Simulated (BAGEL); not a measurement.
# BNH6 (SMILES [BH3-][NH3+]), step by step

Wanted: a single-point energy (HF/def2-TZVP), then a single-point energy (NEVPT2(2,2)/def2-TZVP), then the energy (CASPT2(2,2)/def2-TZVP) of BNH6. 

The results are computed with BAGEL 1.2.2.

## 1. The structure to begin with

The species is BNH6 (8 atoms), meant as a singlet with charge 0. SMILES: `[BH3-][NH3+]`. The shape is that of a PBE0-D4/def2-TZVP optimisation.

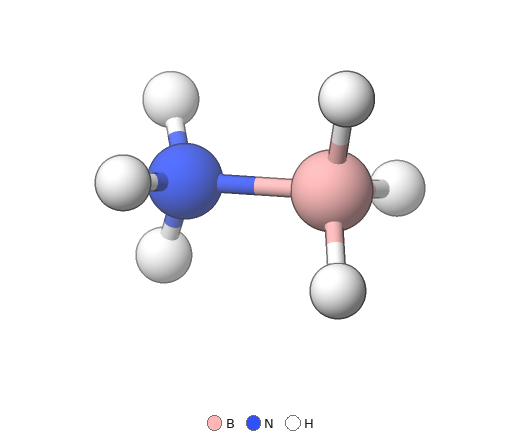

The structure, seen from a chosen angle (boron pink, nitrogen blue, hydrogen white).

## 2. The energy at HF/def2-TZVP (density fitting with svp-jkfit) (run 1)

File input.json:

```json
{ "bagel" : [

{
  "title" : "molecule",
  "basis" : "def2-tzvp.json",
  "df_basis" : "svp-jkfit",
  "geometry" : [
    { "atom" : "B", "xyz" : [    -0.36159154,     0.47397544,    -1.46529553 ] },
    { "atom" : "N", "xyz" : [     0.39014152,    -0.48203701,     1.38271072 ] },
    { "atom" : "H", "xyz" : [    -0.14786351,    -1.37644438,    -2.79868628 ] },
    { "atom" : "H", "xyz" : [    -2.51833596,     1.22778719,    -1.29862168 ] },
    { "atom" : "H", "xyz" : [     1.14206354,     2.12899758,    -1.96229350 ] },
    { "atom" : "H", "xyz" : [     0.26598651,     0.95812327,     2.64315804 ] },
    { "atom" : "H", "xyz" : [     2.18565724,    -1.15518958,     1.42731014 ] },
    { "atom" : "H", "xyz" : [    -0.78243354,    -1.88307996,     1.96625814 ] }
  ]
},

{ "title" : "hf" },

{ "title" : "print", "file" : "orbitals.molden", "orbitals" : true }

]}
```

The basis set def2-TZVP is read from a file made from the Basis Set Exchange's data (not shown).

Run with:

```
$ BAGEL_NUM_THREADS=1 BAGEL input.json > input.out
```

Standard output:

```text
* using 1 threads per process

  ===============================================================
  ===============================================================

  *** Geometry ***

  { "atom" : "B", "xyz" : [     -0.361592,      0.473975,     -1.465296 ] },
  { "atom" : "N", "xyz" : [      0.390142,     -0.482037,      1.382711 ] },
  { "atom" : "H", "xyz" : [     -0.147864,     -1.376444,     -2.798686 ] },
  { "atom" : "H", "xyz" : [     -2.518336,      1.227787,     -1.298622 ] },
  { "atom" : "H", "xyz" : [      1.142064,      2.128998,     -1.962293 ] },
  { "atom" : "H", "xyz" : [      0.265987,      0.958123,      2.643158 ] },
  { "atom" : "H", "xyz" : [      2.185657,     -1.155190,      1.427310 ] },
  { "atom" : "H", "xyz" : [     -0.782434,     -1.883080,      1.966258 ] },

  Number of auxiliary basis functions:      260

  Since a DF basis is specified, we compute 2- and 3-index integrals:
    o Being stored without compression. Storage requirement is 0.020 GB

  Number of basis functions:       98
  Number of electrons      :       18

    * METHOD: MOLECULE                             0.06

  *** RHF ***

  === Nuclear Repulsion ===
    40.7543458000

      * DIIS with orbital gradients will be used.

  === RHF iteration (def2-tzvp.json) ===
      0        -82.53792705          0.02070861           0.01
      1        -82.62857290          0.00974931           0.01
      2        -82.65066963          0.00207720           0.01
      3        -82.65201893          0.00027414           0.01
      4        -82.65205150          0.00007757           0.01
      5        -82.65205469          0.00001330           0.01
      6        -82.65205482          0.00000282           0.01
      7        -82.65205483          0.00000050           0.01
      8        -82.65205483          0.00000013           0.01
      9        -82.65205483          0.00000003           0.01
     10        -82.65205483          0.00000001           0.01
    * SCF iteration converged.

    * Permanent dipole moment:
           (   -0.526787,     0.669775,    -1.995346) a.u.

    * METHOD: HF                                   0.17

    * METHOD: PRINT                                0.01

  ===============================================================
```

It took 0.44 s on 1 thread of AMD EPYC 9R45 (Zen 5), shared host; peak memory 0.15 GiB.

## 3. A single-point energy at NEVPT2(2,2)/def2-TZVP (density fitting with svp-jkfit) (run 2)

File nevpt2.json:

```json
{ "bagel" : [

{
  "title" : "molecule",
  "basis" : "def2-tzvp.json",
  "df_basis" : "svp-jkfit",
  "geometry" : [
    { "atom" : "B", "xyz" : [    -0.36159154,     0.47397544,    -1.46529553 ] },
    { "atom" : "N", "xyz" : [     0.39014152,    -0.48203701,     1.38271072 ] },
    { "atom" : "H", "xyz" : [    -0.14786351,    -1.37644438,    -2.79868628 ] },
    { "atom" : "H", "xyz" : [    -2.51833596,     1.22778719,    -1.29862168 ] },
    { "atom" : "H", "xyz" : [     1.14206354,     2.12899758,    -1.96229350 ] },
    { "atom" : "H", "xyz" : [     0.26598651,     0.95812327,     2.64315804 ] },
    { "atom" : "H", "xyz" : [     2.18565724,    -1.15518958,     1.42731014 ] },
    { "atom" : "H", "xyz" : [    -0.78243354,    -1.88307996,     1.96625814 ] }
  ]
},

{ "title" : "hf" },

{ "title" : "nevpt2", "nstate" : 1, "nact" : 2, "nclosed" : 8, "active" : [5, 10], "maxiter" : 200, "natocc" : true, "ncore" : 2 },

{ "title" : "print", "file" : "orbitals.molden", "orbitals" : true }

]}
```

The basis set def2-TZVP is read from a file made from the Basis Set Exchange's data (not shown).

Run with:

```
$ BAGEL_NUM_THREADS=1 BAGEL nevpt2.json > nevpt2.out
```

Standard output:

```text
* using 1 threads per process

  ===============================================================
  ===============================================================

  *** Geometry ***

  { "atom" : "B", "xyz" : [     -0.361592,      0.473975,     -1.465296 ] },
  { "atom" : "N", "xyz" : [      0.390142,     -0.482037,      1.382711 ] },
  { "atom" : "H", "xyz" : [     -0.147864,     -1.376444,     -2.798686 ] },
  { "atom" : "H", "xyz" : [     -2.518336,      1.227787,     -1.298622 ] },
  { "atom" : "H", "xyz" : [      1.142064,      2.128998,     -1.962293 ] },
  { "atom" : "H", "xyz" : [      0.265987,      0.958123,      2.643158 ] },
  { "atom" : "H", "xyz" : [      2.185657,     -1.155190,      1.427310 ] },
  { "atom" : "H", "xyz" : [     -0.782434,     -1.883080,      1.966258 ] },

  Number of auxiliary basis functions:      260

  Since a DF basis is specified, we compute 2- and 3-index integrals:
    o Being stored without compression. Storage requirement is 0.020 GB

  Number of basis functions:       98
  Number of electrons      :       18

    * METHOD: MOLECULE                             0.06

  *** RHF ***

  === Nuclear Repulsion ===
    40.7543458000

      * DIIS with orbital gradients will be used.

  === RHF iteration (def2-tzvp.json) ===
      0        -82.53792705          0.02070861           0.01
      1        -82.62857290          0.00974931           0.01
      2        -82.65066963          0.00207720           0.01
      3        -82.65201893          0.00027414           0.01
      4        -82.65205150          0.00007757           0.01
      5        -82.65205469          0.00001330           0.01
      6        -82.65205482          0.00000282           0.01
      7        -82.65205483          0.00000050           0.01
      8        -82.65205483          0.00000013           0.01
      9        -82.65205483          0.00000003           0.01
     10        -82.65205483          0.00000001           0.01
    * SCF iteration converged.

    * Permanent dipole moment:
           (   -0.526787,     0.669775,    -1.995346) a.u.

    * METHOD: HF                                   0.17

    * freezing 2 orbitals
  ---------------------------
      CASSCF calculation
  ---------------------------

    ==== Active orbitals : =====
         Orbital 5
         Orbital 10
    ============================

    * nstate   :      1
    * nclosed  :      8
    * nact     :      2
    * nvirt    :     88
  === CASSCF iteration (def2-tzvp.json) ===

    * Using the second-order algorithm

      0  0       -82.65211808     2.57e-05      0.01

      1  0       -82.65303909     2.72e-04      0.08

      2  0       -82.66711763     1.47e-03      0.07

      3  0       -82.67024564     2.65e-04      0.10

      4  0       -82.67033880     1.03e-04      0.10

      5  0       -82.67034255     3.49e-05      0.10

      6  0       -82.67034274     1.13e-05      0.10

      7  0       -82.67034275     3.56e-06      0.10

      8  0       -82.67034275     1.09e-06      0.10

      9  0       -82.67034275     3.32e-07      0.08

     10  0       -82.67034275     1.00e-07      0.08

     11  0       -82.67034275     3.02e-08      0.07

     12  0       -82.67034275     9.06e-09      0.06

    * Second-order optimization converged. *

     guess   0:   closed 1.                   open ..

  === FCI iteration ===

      0  0       -82.65182244     9.77e-02      0.00
      1  0       -82.67033532     1.50e-03      0.00
      2  0 *     -82.67034275     1.78e-15      0.00

     * ci vector, state   0, <S^2> = 0.0000
       2.     0.9955374140
       .2    -0.0943676709

  === DF-NEVPT2 calculation ===

    * 3-index integral transformation done
    * assembly done

      NEVPT2 correlation energy:   -0.3299112138      0.10

          (+0)     -0.2518158584
          (+0)'    -0.0247957593
          (+1)     -0.0040711404
          (+1)'    -0.0000000000
          (+2)     -0.0002173464
          (-1)     -0.0385636701
          (-1)'     0.0000000000
          (-2)     -0.0104474392

      NEVPT2 total energy:        -83.0002539625

    * METHOD: NEVPT2                               1.20

    * METHOD: PRINT                                0.01

  ===============================================================
```

It took 1.6 s on 1 thread of AMD EPYC 9R45 (Zen 5), shared host; peak memory 0.15 GiB.

## 4. The energy at CASPT2(2,2)/def2-TZVP (density fitting with svp-jkfit) (run 3)

File input.json:

```json
{ "bagel": [

{
  "title": "molecule",
  "basis": "def2-tzvp.json",
  "df_basis": "svp-jkfit",
  "geometry": [
    { "atom": "B", "xyz": [    -0.36159154,     0.47397544,    -1.46529553 ] },
    { "atom": "N", "xyz": [     0.39014152,    -0.48203701,     1.38271072 ] },
    { "atom": "H", "xyz": [    -0.14786351,    -1.37644438,    -2.79868628 ] },
    { "atom": "H", "xyz": [    -2.51833596,     1.22778719,    -1.29862168 ] },
    { "atom": "H", "xyz": [     1.14206354,     2.12899758,    -1.96229350 ] },
    { "atom": "H", "xyz": [     0.26598651,     0.95812327,     2.64315804 ] },
    { "atom": "H", "xyz": [     2.18565724,    -1.15518958,     1.42731014 ] },
    { "atom": "H", "xyz": [    -0.78243354,    -1.88307996,     1.96625814 ] }
  ]
},

{
  "title": "hf"
},

{
  "title": "casscf",
  "nstate": 1,
  "nact": 2,
  "nclosed": 8,
  "active": [5, 10],
  "maxiter": 200,
  "natocc": true
},

{
  "title": "print",
  "file": "orbitals.molden",
  "orbitals": true
},

{
  "title": "smith",
  "method": "caspt2",
  "ms": true,
  "xms": true,
  "sssr": true,
  "shift": 0.2,
  "shift_imag": true,
  "ncore": 2
}

]}
```

The basis set def2-TZVP is read from a file made from the Basis Set Exchange's data (not shown).

Run with:

```
$ BAGEL_NUM_THREADS=1 BAGEL input.json > input.out
```

Standard output:

```text
* using 1 threads per process

  ===============================================================
  ===============================================================

  *** Geometry ***

  { "atom" : "B", "xyz" : [     -0.361592,      0.473975,     -1.465296 ] },
  { "atom" : "N", "xyz" : [      0.390142,     -0.482037,      1.382711 ] },
  { "atom" : "H", "xyz" : [     -0.147864,     -1.376444,     -2.798686 ] },
  { "atom" : "H", "xyz" : [     -2.518336,      1.227787,     -1.298622 ] },
  { "atom" : "H", "xyz" : [      1.142064,      2.128998,     -1.962293 ] },
  { "atom" : "H", "xyz" : [      0.265987,      0.958123,      2.643158 ] },
  { "atom" : "H", "xyz" : [      2.185657,     -1.155190,      1.427310 ] },
  { "atom" : "H", "xyz" : [     -0.782434,     -1.883080,      1.966258 ] },

  Number of auxiliary basis functions:      260

  Since a DF basis is specified, we compute 2- and 3-index integrals:
    o Being stored without compression. Storage requirement is 0.020 GB

  Number of basis functions:       98
  Number of electrons      :       18

    * METHOD: MOLECULE                             0.06

  *** RHF ***

  === Nuclear Repulsion ===
    40.7543458000

      * DIIS with orbital gradients will be used.

  === RHF iteration (def2-tzvp.json) ===
      0        -82.53792705          0.02070861           0.01
      1        -82.62857290          0.00974931           0.01
      2        -82.65066963          0.00207720           0.01
      3        -82.65201893          0.00027414           0.01
      4        -82.65205150          0.00007757           0.01
      5        -82.65205469          0.00001330           0.01
      6        -82.65205482          0.00000282           0.01
      7        -82.65205483          0.00000050           0.01
      8        -82.65205483          0.00000013           0.01
      9        -82.65205483          0.00000003           0.01
     10        -82.65205483          0.00000001           0.01
    * SCF iteration converged.

    * Permanent dipole moment:
           (   -0.526787,     0.669775,    -1.995346) a.u.

    * METHOD: HF                                   0.16

  ---------------------------
      CASSCF calculation
  ---------------------------

    ==== Active orbitals : =====
         Orbital 5
         Orbital 10
    ============================

    * nstate   :      1
    * nclosed  :      8
    * nact     :      2
    * nvirt    :     88
  === CASSCF iteration (def2-tzvp.json) ===

    * Using the second-order algorithm

      0  0       -82.65211808     2.57e-05      0.00

      1  0       -82.65303909     2.72e-04      0.06

      2  0       -82.66711763     1.47e-03      0.06

      3  0       -82.67024564     2.65e-04      0.08

      4  0       -82.67033880     1.03e-04      0.08

      5  0       -82.67034255     3.49e-05      0.09

      6  0       -82.67034274     1.13e-05      0.10

      7  0       -82.67034275     3.56e-06      0.09

      8  0       -82.67034275     1.09e-06      0.09

      9  0       -82.67034275     3.32e-07      0.09

     10  0       -82.67034275     1.00e-07      0.08

     11  0       -82.67034275     3.02e-08      0.08

     12  0       -82.67034275     9.06e-09      0.06

    * Second-order optimization converged. *

     guess   0:   closed 1.                   open ..

  === FCI iteration ===

      0  0       -82.65182244     9.77e-02      0.00
      1  0       -82.67033532     1.50e-03      0.00
      2  0 *     -82.67034275     1.78e-15      0.00

     * ci vector, state   0, <S^2> = 0.0000
       2.     0.9955374140
       .2    -0.0943676709

    * METHOD: CASSCF                               1.02

    * METHOD: PRINT                                0.01

  === SMITH program ===

    * freezing 2 orbitals

    * Approximate memory requirement for SMITH calulation per MPI process:
      o Storage requirement for T-amplitude, lambda, and residual is 0.01 GB
      o Storage requirement for MO integrals is 0.00 GB
    * Calculating and saving rdm4f

    * Zeroth order energy : state  0       -1.5638165810

    * CASPT2 iteration is performed using orthogonal basis

      -------------------------------------------  CASPT2 iteration  ---------------------------------------------------
       #      aibj      arbs      arbi      airj      risj      airs      arst      rist         Etot      error   time
      ------------------------------------------------------------------------------------------------------------------

       0  -0.25179  -0.01214  -0.03916  -0.00446  -0.00030  -0.02155  -0.00000  -0.00000   -0.3294010  0.0027001   0.04
       1  -0.25215  -0.01224  -0.03940  -0.00462  -0.00034  -0.02241  -0.00000  -0.00000   -0.3311590  0.0005220   0.03
       2  -0.25219  -0.01224  -0.03936  -0.00463  -0.00034  -0.02247  -0.00000  -0.00000   -0.3312452  0.0001192   0.03
       3  -0.25219  -0.01224  -0.03936  -0.00462  -0.00035  -0.02249  -0.00000  -0.00000   -0.3312487  0.0000276   0.04
       4  -0.25219  -0.01224  -0.03936  -0.00462  -0.00035  -0.02249  -0.00000  -0.00000   -0.3312490  0.0000074   0.04
       5  -0.25219  -0.01224  -0.03936  -0.00462  -0.00035  -0.02249   0.00000  -0.00000   -0.3312490  0.0000017   0.04
       6  -0.25219  -0.01224  -0.03936  -0.00462  -0.00035  -0.02249   0.00000   0.00000   -0.3312490  0.0000005   0.04

      ------------------------------------------------------------------------------------------------------------------

    * CASPT2 energy : state  0      -83.0030622159
        w/o shift correction        -83.0015917249
        reference weight              0.9084646389

    * METHOD: SMITH                                0.34

  ===============================================================
```

It took 1.8 s on 1 thread of AMD EPYC 9R45 (Zen 5), shared host; peak memory 0.15 GiB.

## 5. Summary of results

| quantity | value |
| --- | --- |
| run 1, HF/def2-TZVP: total energy | -82.65205 Eh |
| run 1, HF/def2-TZVP: dipole moment | 5.51 D |
| run 1, HF/def2-TZVP: HOMO energy | -11.23 eV |
| run 1, HF/def2-TZVP: LUMO energy | 2.54 eV |
| run 1, HF/def2-TZVP: HOMO–LUMO gap | 13.77 eV |
| run 2, NEVPT2(2,2)/def2-TZVP: total energy | -83.00025 Eh |
| run 3, CASPT2(2,2)/def2-TZVP: total energy | -83.00306 Eh |
